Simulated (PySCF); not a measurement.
## A study: Ti(NH2)2Cl2 (Cl2H4N2Ti)

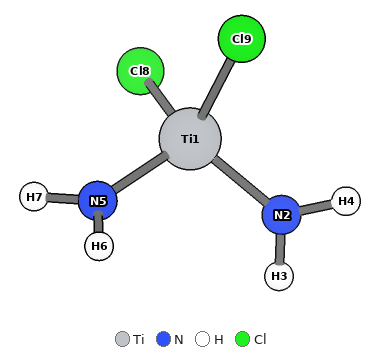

The molecule, with its atoms numbered as below. No frequency check shows the geometry to be a minimum.

Geometry (Å), atoms numbered from 1:

```
Ti1     -0.0004    0.3137    0.0005
N2       0.1849    1.3553    1.4966
H3      -0.3276    2.1968    1.7626
H4       0.9084    1.1800    2.1973
N5      -0.1892    1.3745   -1.4814
H6       0.3763    2.1732   -1.7695
H7      -0.9605    1.2663   -2.1436
Cl8     -1.7237   -0.9682    0.1096
Cl9      1.7261   -0.9629   -0.1192
```

## 1. Bonding charge

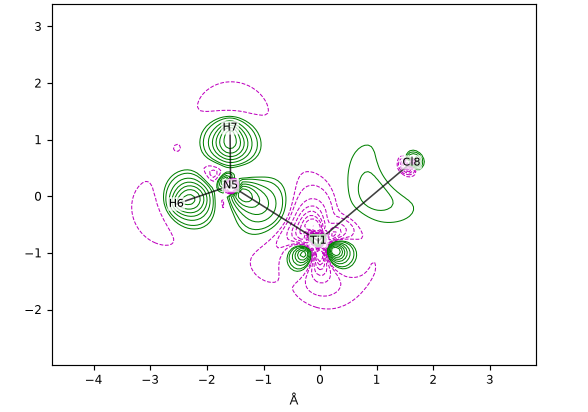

Deformation density (molecule less spherical, spin-averaged free atoms) in the plane of Ti1, N5, H6, H7 and Cl8; contours at ±0.05 to ±0.8 e/Å³; solid green lines: gain, dashed magenta lines: loss.

Level of theory: PBE/def2-SVP (PySCF), at a geometry from GFN2-xTB. This is a single-reference result, which may miss multireference character in this system.

Q: How much density has each bond in this plane gained at its critical point, relative to the free atoms?

A: N5–H6: +0.69 e/Å³ at the bond critical point (bond length 1.02 Å, Mayer order 0.9). N5–H7: +0.69 e/Å³ at the bond critical point (bond length 1.02 Å, Mayer order 0.9). Ti1–N5: +0.20 e/Å³ at the bond critical point (bond length 1.83 Å, Mayer order 1.3). Ti1–Cl8: +0.09 e/Å³ at the bond critical point (bond length 2.15 Å, Mayer order 1.3). In all, 1.8 electrons gather in the regions of gain relative to the promolecule. A small or negative value marks a very polar bond, one between electron-rich atoms, whose free-atom densities already overlap strongly, a long bond to a heavier atom, or a closed-shell contact such as a hydrogen bond.

Q: Where do the Hirshfeld charges lie?

A: The highest Hirshfeld charge is on Ti1 (+0.42 e), the lowest on N2 and N5 (−0.31 e).

## 2. Electrostatic potential

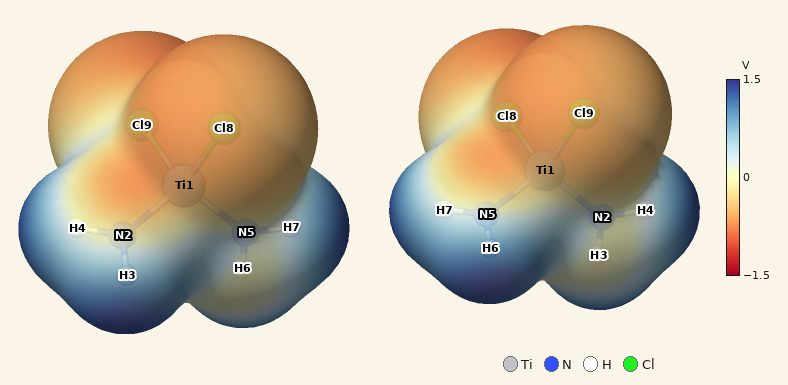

Electrostatic potential on the surface of electron density 0.001 a.u. (back view left, front view right).

Q: Where are the extremes of the potential on the surface?

A: Highest: 1.47 V, 1.3 Å from H6, and at like points elsewhere. Lowest: −0.81 V, 2.1 Å from Cl9. Further minima include −0.70 V, over N2, off the plane of its three bonds (2.0 Å); −0.15 V, over N2, off the plane of its three bonds (1.9 Å). The surface is sampled at points, so like sites can differ by a few per cent and only the strongest of them is named.

## 3. In an electric field

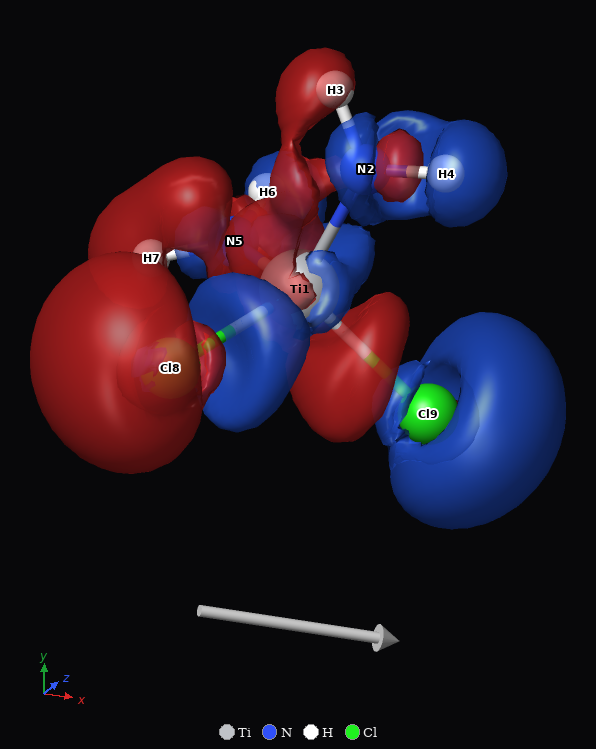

Change of the electron density in a uniform field of 0.41 V/Å along +x (arrow), surfaces at ±0.003 e/Å³ (red: gain, blue: loss).

Computed with PySCF, PBE/def2-SVPD, geometry: GFN2-xTB. This is a single-reference result, which may miss multireference character in this system.

Q: What dipole is induced, and what polarisability does it imply?

A: The induced dipole is 1.85 D (along the field); α along this axis, from the fields in both directions, is 91 bohr³ (13.5 Å³).

Q: Which atoms gain and lose the most charge?

A: Electrons gather most on Cl8 (Hirshfeld charge changes by −0.048 e) and leave Cl9 most (+0.050 e); 0.137 electrons are displaced in all.
